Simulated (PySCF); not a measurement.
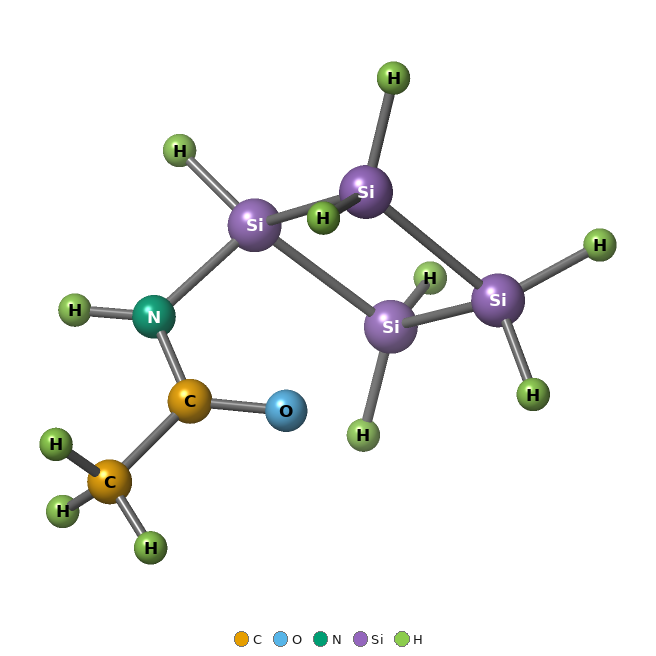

The computed structure is the end point of a GFN2-xTB optimisation. No frequency run is at hand to confirm it as a minimum. Properties computed with PBE0/pcSseg-1, gas phase (PySCF 2.14.0).

What does the calculation give?

The species is C2H11NOSi4 (`CC(=O)N[SiH]1[SiH2][SiH2][SiH2]1`).
- dipole moment: 4.09 D
- HOMO energy (Kohn–Sham orbital): −7.00 eV
- LUMO energy (Kohn–Sham orbital): −1.04 eV
- HOMO–LUMO gap: 5.97 eV

The geometry is semi-empirical. Around Si such bond lengths and angles can be off by a tenth of an ångström or more and by several degrees, and values that hang on the shape move with them.
